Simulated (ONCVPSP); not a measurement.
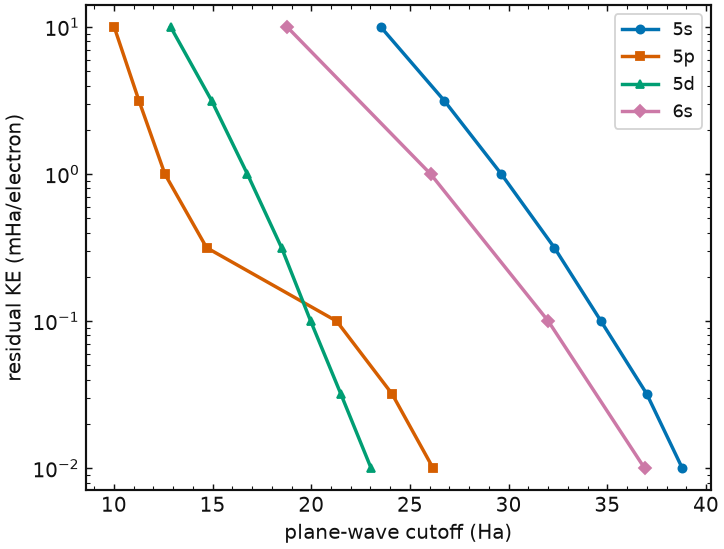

Residual kinetic energy of the pseudo-waves (the first of each channel, and further valence shells) beyond the plane-wave cutoff, as the generator prints it.

| Quantity | Value |
| --- | --- |
| Element | osmium |
| Generator | ONCVPSP 4.0.1 |
| Type | optimised norm-conserving Vanderbilt (ONCV) |
| Functional | PBE |
| Relativity | scalar-relativistic |
| Frozen core | [Kr] 4d10 4f14 |
| Valence charge | 16 |
| Reference configuration | 5s2 5p6 5d6 6s2 |
| Partial waves | 5s+6s: rc 1.60 bohr, ncon 3, nbas 7, qcut 9.6 1/bohr, 2 projectors; 5p: rc 1.90 bohr, ncon 3, nbas 6, qcut 8.7 1/bohr, 2 projectors, debl 1.6 Ha; 5d: rc 1.50 bohr, ncon 3, nbas 7, qcut 7.4 1/bohr, 1 projector |
| Local potential | polynomial inside 1.45 bohr (lpopt 5, dvloc0 1 Ha) |
| Core correction | Teter function, fcfact 6, rcfact 1.2 |

In the p channel the program set the typed energies aside and used -1.868, 0.250 Ha.

### Which cutoffs does the potential need for its occupied states?

30 Ha for 1 mHa and 35 Ha for 0.1 mHa per electron. The first is set by 5s.

### At which cutoff does each wave reach 1 mHa per electron?

5s: 30 Ha; 6s: 26 Ha; 5d: 17 Ha; 5p: 13 Ha.
